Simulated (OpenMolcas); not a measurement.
## CoH⁺: relativistic diatomic calculation (part 2 of 2)

Continued. System: CoH⁺. Method: SA-CASSCF(9,7)/XMS-CASPT2 + RASSI spin-orbit (X2C scalar, AMFI), ANO-RCC-VTZP (OpenMolcas).

## Log (extracts), continued
```
++ Dipole transition strengths (spin-free states):
     for osc. strength at least  1.00000000E-05
      From   To        Osc. strength     Einstein coefficients Ax, Ay, Az (sec-1)    Total A (sec-1)
         7   10       5.71869369E-05  0.00000000E+00  0.00000000E+00  6.75888468E+03  6.75888468E+03
         4    6       1.53574233E-05  0.00000000E+00  0.00000000E+00  1.60931256E+03  1.60931256E+03
         3    5       1.53574234E-05  0.00000000E+00  0.00000000E+00  1.60931258E+03  1.60931258E+03
         8    6       1.18131935E-05  8.29681994E+02  4.80275521E+00  0.00000000E+00  8.34484750E+02
         8    5       1.18131937E-05  4.80275554E+00  8.29682002E+02  0.00000000E+00  8.34484758E+02
         9    6       1.16717877E-05  4.80252619E+00  8.18345571E+02  0.00000000E+00  8.23148097E+02
         9    5       1.16717887E-05  8.18345644E+02  4.80252607E+00  0.00000000E+00  8.23148170E+02
 Electric-quadrupole - electric-quadrupole not included
 Electric-dipole - electric-octupole not included
 Electric-dipole - magnetic-quadrupole not included
   Eigenvalues of complex Hamiltonian:
  (Shifted by EMIN (a.u.) =      -1392.7014211427)
 SO State       Relative EMIN(au)   Rel lowest level(eV)    D:o, cm**(-1)      Omega
     1            -0.0013648339        0.0000000000              0.0000         0.6
     2            -0.0013648339        0.0000000000              0.0000         0.6
     3            -0.0007257707        0.0173897958            140.2582         1.5
     4            -0.0007257707        0.0173897958            140.2582         1.5
     5            -0.0006722454        0.0188462927            152.0056         4.5
     6            -0.0006722454        0.0188462927            152.0056         4.5
     7             0.0016249933        0.0813573414            656.1912         3.5
     8             0.0016249933        0.0813573414            656.1912         3.5
     9             0.0039833283        0.1455309078           1173.7859         2.5
    10             0.0039833283        0.1455309078           1173.7859         2.5
    11             0.0064069833        0.2114819186           1705.7167         1.6
    12             0.0064069833        0.2114819186           1705.7167         1.6
    13             0.0076534226        0.2453992622           1979.2785         2.4
    14             0.0076534226        0.2453992622           1979.2785         2.4
    15             0.0090439464        0.2832373401           2284.4632         1.5
    16             0.0090439464        0.2832373401           2284.4632         1.5
    17             0.0097982211        0.3037621999           2450.0074         0.5
    18             0.0097982211        0.3037621999           2450.0074         0.5
    19             0.0113449315        0.3458503362           2789.4711         0.5
    20             0.0113449315        0.3458503362           2789.4711         0.5
    21             0.0171782115        0.5045819693           4069.7280         3.5
    22             0.0171782115        0.5045819693           4069.7280         3.5
    23             0.0193692650        0.5642035749           4550.6087         2.5
    24             0.0193692650        0.5642035749           4550.6087         2.5
    25             0.0210836598        0.6108546318           4926.8749         1.5
    26             0.0210836598        0.6108546318           4926.8749         1.5
    27             0.0223707693        0.6458786666           5209.3628         0.5
    28             0.0223707693        0.6458786666           5209.3628         0.5
    29             0.0506967535        1.4166679631          11426.1977         2.5
    30             0.0506967535        1.4166679631          11426.1977         2.5
    31             0.0536390671        1.4967323942          12071.9609         3.5
    32             0.0536390671        1.4967323942          12071.9609         3.5
    33             0.0547490065        1.5269353855          12315.5644         1.5
    34             0.0547490065        1.5269353855          12315.5644         1.5
    35             0.0579401614        1.6137711333          13015.9420         2.5
    36             0.0579401614        1.6137711333          13015.9420         2.5
    37             0.0603096689        1.6782487160          13535.9888         0.5
    38             0.0603096689        1.6782487160          13535.9888         0.5
    39             0.0604760621        1.6827765063          13572.5078         1.5
    40             0.0604760621        1.6827765063          13572.5078         1.5
    41             0.0652615773        1.8129970081          14622.8070         2.5
    42             0.0652615773        1.8129970081          14622.8070         2.5
    43             0.0657552519        1.8264305790          14731.1561         1.5
    44             0.0657552519        1.8264305790          14731.1561         1.5
    45             0.0662448843        1.8397541546          14838.6180         1.5
    46             0.0662448843        1.8397541546          14838.6180         1.5
    47             0.0670424759        1.8614577301          15013.6691         0.5
    48             0.0670424759        1.8614577301          15013.6691         0.5
    49             0.0678486074        1.8833936856          15190.5945         0.5
    50             0.0678486074        1.8833936856          15190.5945         0.5
    51             0.0692665009        1.9219765317          15501.7862         0.5
    52             0.0692665009        1.9219765317          15501.7862         0.5
    53             0.0808184222        2.2363203252          18037.1398         0.5
    54             0.0808184222        2.2363203252          18037.1398         0.5
    55             0.0845705663        2.3384213673          18860.6403         4.5
    56             0.0845705663        2.3384213673          18860.6403         4.5
    57             0.0856892779        2.3688630615          19106.1691         3.5
    58             0.0856892779        2.3688630615          19106.1691         3.5
 Weights of the five most important spin-orbit-free states for each spin-orbit state.
 SO State  Total energy (au)           Spin-free states, spin, and weights
    1        -0.001365       7 1.5  0.8908    3 1.5  0.0478    4 1.5  0.0478    2 1.5  0.0055    1 1.5  0.0055
    2        -0.001365       7 1.5  0.8908    3 1.5  0.0478    4 1.5  0.0478    2 1.5  0.0055    1 1.5  0.0055
    3        -0.000726       7 1.5  0.9314    4 1.5  0.0325    3 1.5  0.0325   13 0.5  0.0008   14 0.5  0.0008
    4        -0.000726       7 1.5  0.9314    4 1.5  0.0325    3 1.5  0.0325   13 0.5  0.0008   14 0.5  0.0008
    5        -0.000672       1 1.5  0.4941    2 1.5  0.4941    7 1.5  0.0078    3 1.5  0.0012    4 1.5  0.0012
    6        -0.000672       1 1.5  0.4941    2 1.5  0.4941    7 1.5  0.0078    3 1.5  0.0012    4 1.5  0.0012
    7         0.001625       1 1.5  0.4923    2 1.5  0.4923    8 1.5  0.0062    9 1.5  0.0056    7 1.5  0.0011
    8         0.001625       1 1.5  0.4923    2 1.5  0.4923    8 1.5  0.0062    9 1.5  0.0056    7 1.5  0.0011
    9         0.003983       2 1.5  0.4838    1 1.5  0.4838    8 1.5  0.0116    9 1.5  0.0087    3 1.5  0.0044
   10         0.003983       2 1.5  0.4838    1 1.5  0.4838    8 1.5  0.0116    9 1.5  0.0087    3 1.5  0.0044
   11         0.006407       2 1.5  0.4643    1 1.5  0.4643    3 1.5  0.0244    4 1.5  0.0244    8 1.5  0.0137
   12         0.006407       2 1.5  0.4643    1 1.5  0.4643    3 1.5  0.0244    4 1.5  0.0244    8 1.5  0.0137
   13         0.007653       4 1.5  0.4596    3 1.5  0.4596    1 1.5  0.0232    2 1.5  0.0232    9 1.5  0.0228
   14         0.007653       4 1.5  0.4596    3 1.5  0.4596    1 1.5  0.0232    2 1.5  0.0232    9 1.5  0.0228
   15         0.009044       4 1.5  0.4383    3 1.5  0.4383    7 1.5  0.0635    9 1.5  0.0167    8 1.5  0.0165
   16         0.009044       4 1.5  0.4383    3 1.5  0.4383    7 1.5  0.0635    9 1.5  0.0167    8 1.5  0.0165
   17         0.009798       3 1.5  0.4776    4 1.5  0.4776    7 1.5  0.0201    9 1.5  0.0131    8 1.5  0.0108
   18         0.009798       3 1.5  0.4776    4 1.5  0.4776    7 1.5  0.0201    9 1.5  0.0131    8 1.5  0.0108
   19         0.011345       3 1.5  0.4577    4 1.5  0.4577    7 1.5  0.0783    9 1.5  0.0032    8 1.5  0.0027
   20         0.011345       3 1.5  0.4577    4 1.5  0.4577    7 1.5  0.0783    9 1.5  0.0032    8 1.5  0.0027
   21         0.017178       8 1.5  0.4971    9 1.5  0.4863    1 1.5  0.0061    2 1.5  0.0061   12 0.5  0.0021
   22         0.017178       8 1.5  0.4971    9 1.5  0.4863    1 1.5  0.0061    2 1.5  0.0061   12 0.5  0.0021
   23         0.019369       8 1.5  0.4932    9 1.5  0.4553    4 1.5  0.0173    3 1.5  0.0173    2 1.5  0.0078
   24         0.019369       8 1.5  0.4932    9 1.5  0.4553    4 1.5  0.0173    3 1.5  0.0173    2 1.5  0.0078
   25         0.021084       9 1.5  0.4897    8 1.5  0.4555    4 1.5  0.0208    3 1.5  0.0208    1 1.5  0.0062
   26         0.021084       9 1.5  0.4897    8 1.5  0.4555    4 1.5  0.0208    3 1.5  0.0208    1 1.5  0.0062
   27         0.022371       9 1.5  0.4888    8 1.5  0.4801    4 1.5  0.0150    3 1.5  0.0150    7 1.5  0.0004
   28         0.022371       9 1.5  0.4888    8 1.5  0.4801    4 1.5  0.0150    3 1.5  0.0150    7 1.5  0.0004
   29         0.050697      15 0.5  0.4927   16 0.5  0.4909   12 0.5  0.0054   11 0.5  0.0054    4 1.5  0.0017
   30         0.050697      15 0.5  0.4927   16 0.5  0.4909   12 0.5  0.0054   11 0.5  0.0054    4 1.5  0.0017
   31         0.053639      11 0.5  0.4956   12 0.5  0.4956    9 1.5  0.0024    8 1.5  0.0024   18 0.5  0.0016
   32         0.053639      11 0.5  0.4956   12 0.5  0.4956    9 1.5  0.0024    8 1.5  0.0024   18 0.5  0.0016
   33         0.054749      16 0.5  0.4941   15 0.5  0.4921   13 0.5  0.0049   14 0.5  0.0049    1 1.5  0.0008
   34         0.054749      16 0.5  0.4941   15 0.5  0.4921   13 0.5  0.0049   14 0.5  0.0049    1 1.5  0.0008
   35         0.057940      11 0.5  0.4936   12 0.5  0.4936   15 0.5  0.0056   16 0.5  0.0054    9 1.5  0.0006
   36         0.057940      11 0.5  0.4936   12 0.5  0.4936   15 0.5  0.0056   16 0.5  0.0054    9 1.5  0.0006
   37         0.060310      10 1.5  0.9532    5 1.5  0.0231    6 1.5  0.0231   17 0.5  0.0005   13 0.5  0.0000
   38         0.060310      10 1.5  0.9532    5 1.5  0.0231    6 1.5  0.0231   17 0.5  0.0005   13 0.5  0.0000
   39         0.060476      10 1.5  0.9697    5 1.5  0.0151    6 1.5  0.0151   16 0.5  0.0000   15 0.5  0.0000
   40         0.060476      10 1.5  0.9697    5 1.5  0.0151    6 1.5  0.0151   16 0.5  0.0000   15 0.5  0.0000
   41         0.065262       6 1.5  0.4996    5 1.5  0.4996   16 0.5  0.0004   15 0.5  0.0003    9 1.5  0.0000
   42         0.065262       6 1.5  0.4996    5 1.5  0.4996   16 0.5  0.0004   15 0.5  0.0003    9 1.5  0.0000
   43         0.065755      14 0.5  0.4936   13 0.5  0.4936   16 0.5  0.0050   15 0.5  0.0050    7 1.5  0.0011
   44         0.065755      14 0.5  0.4936   13 0.5  0.4936   16 0.5  0.0050   15 0.5  0.0050    7 1.5  0.0011
   45         0.066245       6 1.5  0.4842    5 1.5  0.4842   10 1.5  0.0302   14 0.5  0.0004   13 0.5  0.0004
   46         0.066245       6 1.5  0.4842    5 1.5  0.4842   10 1.5  0.0302   14 0.5  0.0004   13 0.5  0.0004
   47         0.067042       5 1.5  0.4901    6 1.5  0.4901   10 1.5  0.0196    9 1.5  0.0000    8 1.5  0.0000
   48         0.067042       5 1.5  0.4901    6 1.5  0.4901   10 1.5  0.0196    9 1.5  0.0000    8 1.5  0.0000
   49         0.067849       5 1.5  0.4863    6 1.5  0.4863   10 1.5  0.0268   17 0.5  0.0005    7 1.5  0.0000
   50         0.067849       5 1.5  0.4863    6 1.5  0.4863   10 1.5  0.0268   17 0.5  0.0005    7 1.5  0.0000
   51         0.069267      13 0.5  0.4989   14 0.5  0.4989   17 0.5  0.0004    8 1.5  0.0004    9 1.5  0.0004
   52         0.069267      13 0.5  0.4989   14 0.5  0.4989   17 0.5  0.0004    8 1.5  0.0004    9 1.5  0.0004
   53         0.080818      17 0.5  0.9971    7 1.5  0.0013    6 1.5  0.0004    5 1.5  0.0004   10 1.5  0.0003
   54         0.080818      17 0.5  0.9971    7 1.5  0.0013    6 1.5  0.0004    5 1.5  0.000
```

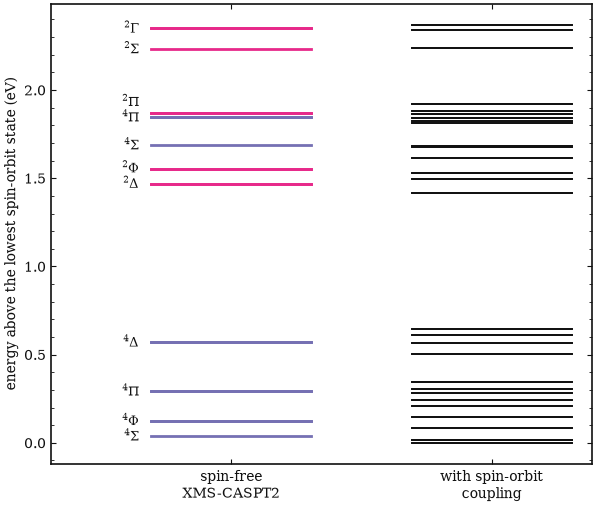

**Figure 1.** States up to 2.5 eV at 1.501 Å, without spin-orbit coupling (left, a colour for each spin multiplicity) and with it (right, where close levels merge). The spin-free states run ⁴Σ (0.00 eV), ⁴Φ (0.08 eV), ⁴Π (0.25 eV), ⁴Δ (0.53 eV), ²Δ (1.43 eV), ²Φ (1.51 eV) from the lowest. The lowest spin-orbit levels have |Ω| = 0.64 (not clean) (0 cm⁻¹), 3/2 (140 cm⁻¹), 9/2 (152 cm⁻¹), 7/2 (656 cm⁻¹), 5/2 (1,174 cm⁻¹).

## Summary

| quantity | value |
| --- | --- |
| outcome | converged |
| lowest spin-free state | ⁴Σ |
| lowest spin-orbit level | Ω = 0.64 (not clean), −1392.70279 hartree |
| next level | Ω = 3/2, 140 cm⁻¹ |
| wall time | 33 s |
| peak memory | 0.2 GiB |

## Notes

Limits: some states lack their degenerate partner or have no clean Λ, as happens where the state averages cut through terms; 6 of the 58 spin-orbit states have no clean Ω, so their splittings aren't to be trusted.
